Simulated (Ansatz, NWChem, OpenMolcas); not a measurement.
# Abstraction of H: CH2F2 + CH3O → CHF2 + CH4O

Species: CH2F2 (difluoromethane) `FCF`, singlet; CH3O `C[O]`, doublet; CHF2 (difluoromethyl radical) `F[CH]F`, doublet; CH4O (methanol) `CO`, singlet. A radical takes H: the energy is the difference in strength between the C–H bond broken and the O–H bond made.

Shapes, held fixed at every level: PBE0-D4/def2-TZVP. Programs: Ansatz 0.2.0, NWChem 7.3.0, OpenMolcas 26.06. A level may come from different programs for different species; with the same settings they agree closely. The zero-point and thermal change to 298 K, harmonic and unscaled (PBE0-D4/def2-TZVP), is +4.4 kJ/mol.

| level | kind | ΔH(298 K) (kJ/mol) | less CCSD(T)/CBS estimate |
| --- | --- | --- | --- |
| HF/def2-SVP | Hartree–Fock | +35.4 | +50.0 |
| HF/def2-TZVPP | Hartree–Fock | +30.2 | +44.8 |
| SPW92/def2-TZVPP | LDA | -27.1 | -12.5 |
| PBE-D4/def2-TZVPP | GGA | -11.6 | +3.0 |
| r2SCAN-D4/def2-TZVPP | meta-GGA | -8.7 | +5.9 |
| BHLYP-D4/def2-TZVPP | global hybrid | +6.6 | +21.2 |
| CCSD(T)/def2-TZVPP | coupled cluster or CI | -9.3 | +5.3 |
| CCSD(T)/CBS estimate | coupled cluster or CI | -14.6 | 0.0 |

The highest level, CCSD(T)/CBS estimate, gives ΔH(298 K) = -14.6 kJ/mol; the levels span -27.1 to +35.4. They disagree on the sign: 3 of 8 are positive. The column of differences is taken from that level and isn't an error. No measured value is set beside it here. Open shells run unrestricted unless RO is named. The CBS estimate extrapolates MP2 from def2-TZVPP and def2-QZVPP and adds CCSD(T) − MP2 in the triple-zeta set, cores frozen.

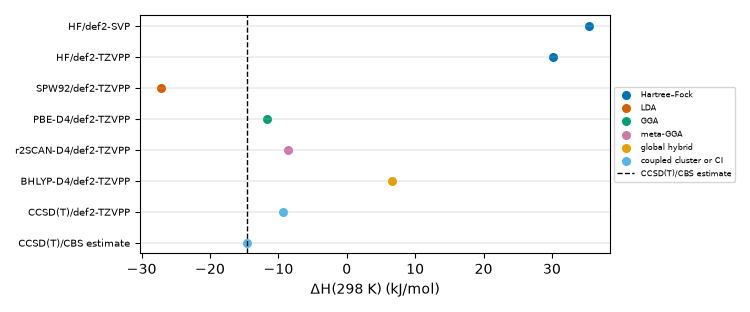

The values of the table, level by level.
